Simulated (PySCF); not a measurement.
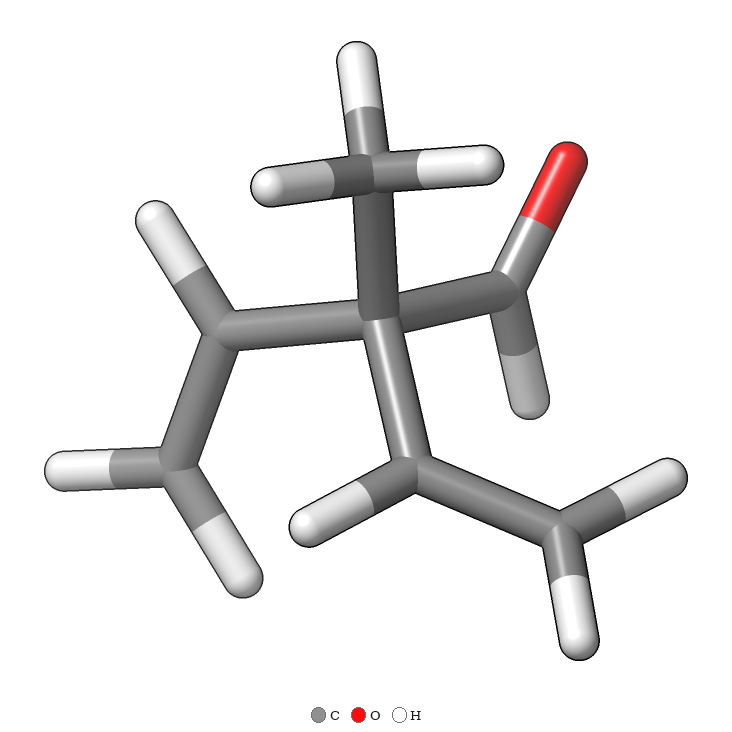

Stick drawing of a structure.

The geometry was computed by an optimisation with GFN2-xTB. No frequency run is at hand to confirm it as a minimum.

Describe the molecule.

It has 18 atoms: 7 carbon, 10 hydrogen and 1 oxygen (C7H10O). As SMILES it reads `C=CC(C)(C=C)C=O`. It has no ring. Among its groups: aldehyde, alkene. The point group is C1. Coordination: 5 C trigonal planar; 2 C tetrahedral.

The parts below concern this one geometry. Atoms keep their numbers from picture to picture.

Dipole moment

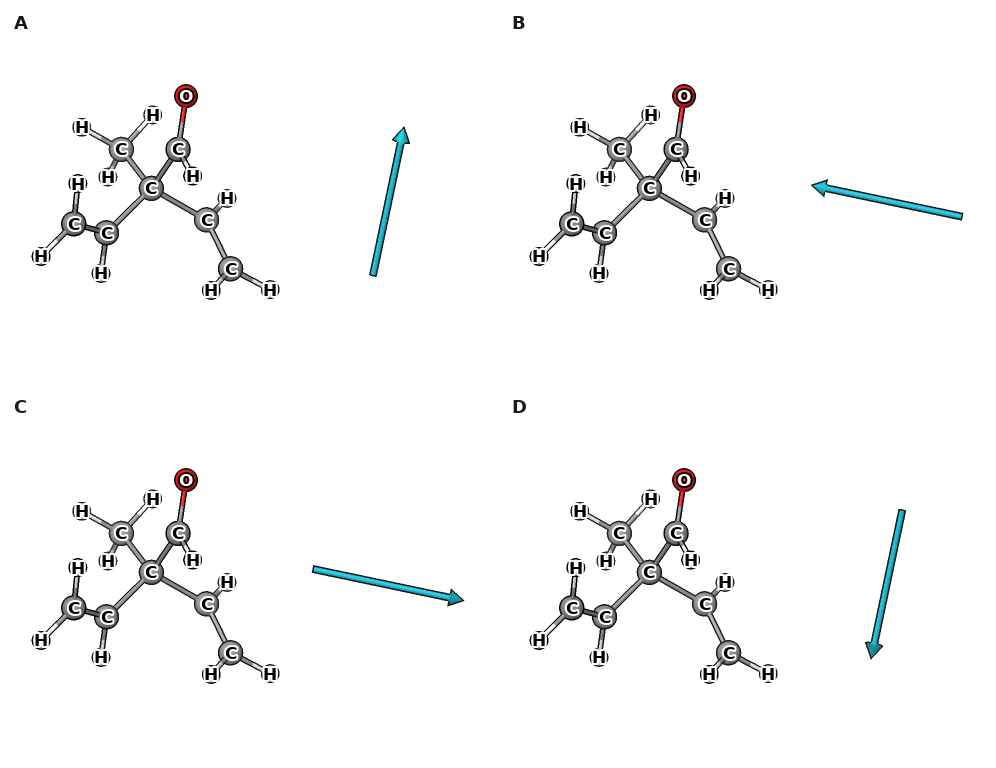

The same molecule four times, each with an arrow. No frequency run is at hand to confirm it as a minimum. Properties computed with PBE0/pcSseg-1, gas phase (PySCF 2.14.0).

> Which arrow points along the dipole moment, from the negative to the positive end?

D. The dipole moment is 2.60 D.

Charges

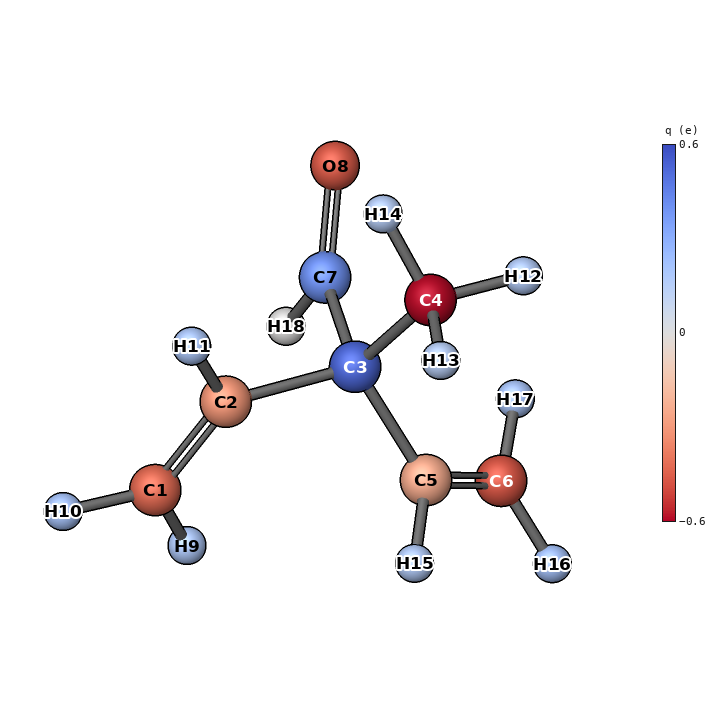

Atoms are coloured by their ESP-fitted charges. No frequency run is at hand to confirm it as a minimum. Method: PBE0/pcSseg-1, gas phase (PySCF 2.14.0).

> Which atom carries the highest charge (most positive or least negative)?

C3 (0.52 e).

> And the lowest?

C4 (−0.59 e).

List the ESP-fitted charges.

```
atom  value (e)
  C1      −0.42
  C2      −0.30
  C3       0.52
  C4      −0.59
  C5      −0.24
  C6      −0.47
  C7       0.39
  O8      −0.46
  H9       0.17
 H10       0.20
 H11       0.18
 H12       0.16
 H13       0.14
 H14       0.15
 H15       0.16
 H16       0.20
 H17       0.19
 H18       0.00
```

Bond orders

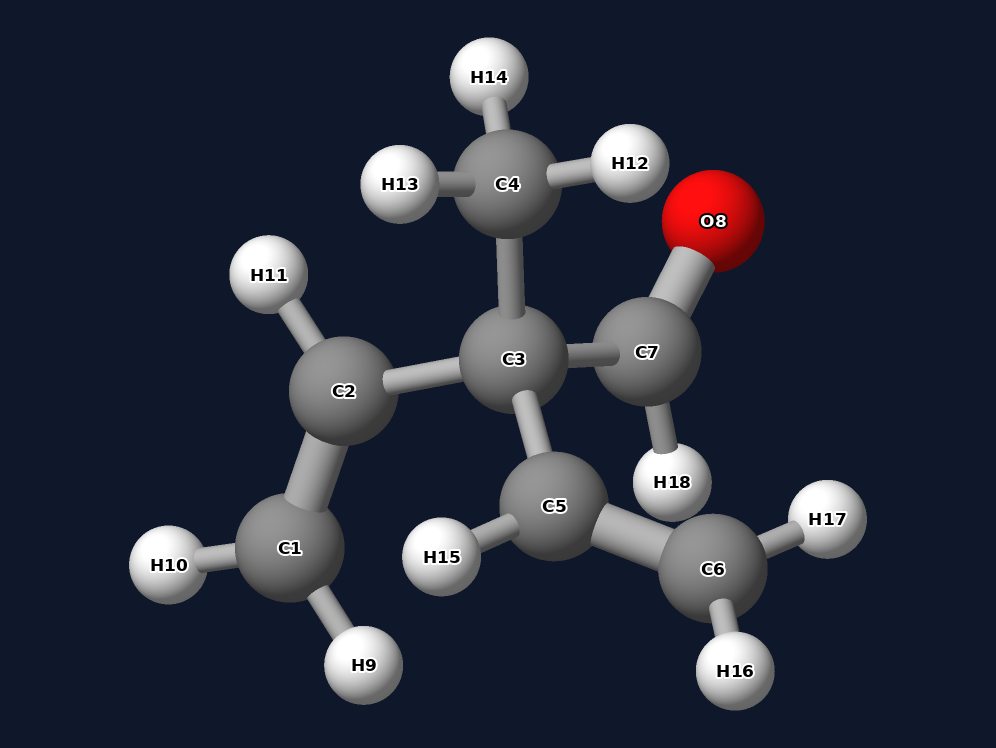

The thickness of each stick grows with its Mayer bond order. No frequency run is at hand to confirm it as a minimum. Level of theory: PBE0/pcSseg-1 (PySCF 2.14.0).

> Which bond between heavy atoms has the lowest Mayer bond order?

C3–C7, 0.89, at 1.518 Å.

List the Mayer bond orders of C1–C2, C2–C3, C3–C4, C3–C5, C3–C7, C5–C6, C7–O8 (bonds between heavy atoms, one of each equivalent set).

```
 bond  Mayer order  length (Å)
C1–C2         1.96       1.321
C2–C3         0.97       1.513
C3–C4         1.02       1.532
C3–C5         0.99       1.506
C3–C7         0.89       1.518
C5–C6         1.99       1.320
C7–O8         2.04       1.197
```

Quadrupole coupling

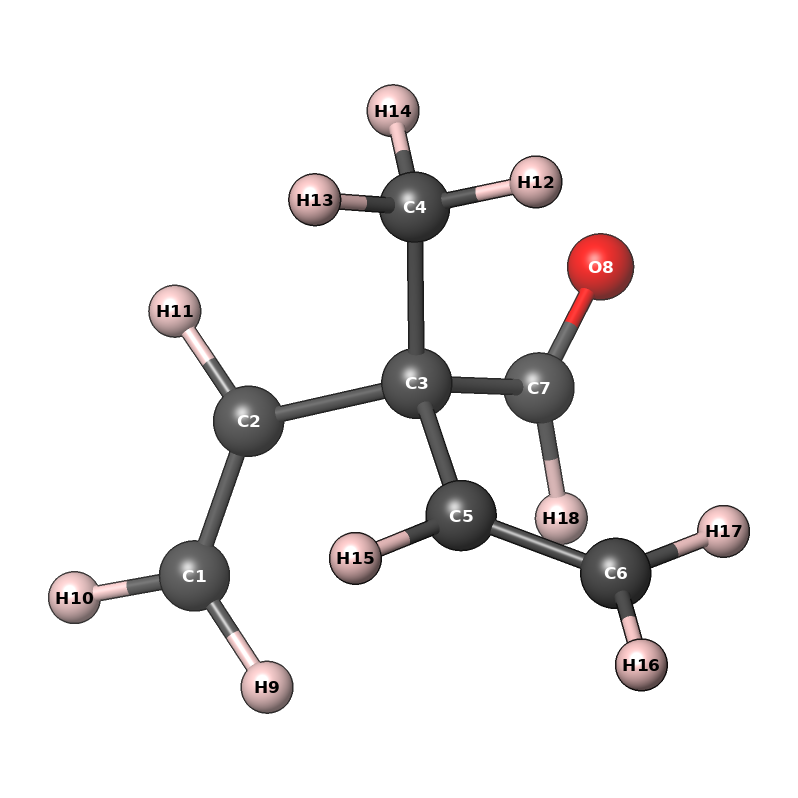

No frequency run is at hand to confirm it as a minimum. Electric field gradients from the ground-state density, PBE0/pcSseg-1 (PySCF 2.14.0), non-relativistic apart from any core potentials.

Give the largest field-gradient component, the quadrupole coupling constant and the asymmetry for 17O at O8 (Q = −25.6 mb), 2H at H9 (Q = 2.86 mb), 2H at H10 (Q = 2.86 mb), 2H at H11 (Q = 2.86 mb), 2H at H12 (Q = 2.86 mb).

```tsv
atom	V_zz (a.u.)	e²qQ/h (MHz)	η
O8	−1.977	11.89	0.59
H9	0.332	0.223	0.05
H10	0.337	0.226	0.04
H11	0.324	0.218	0.06
H12	0.313	0.211	0.04
```
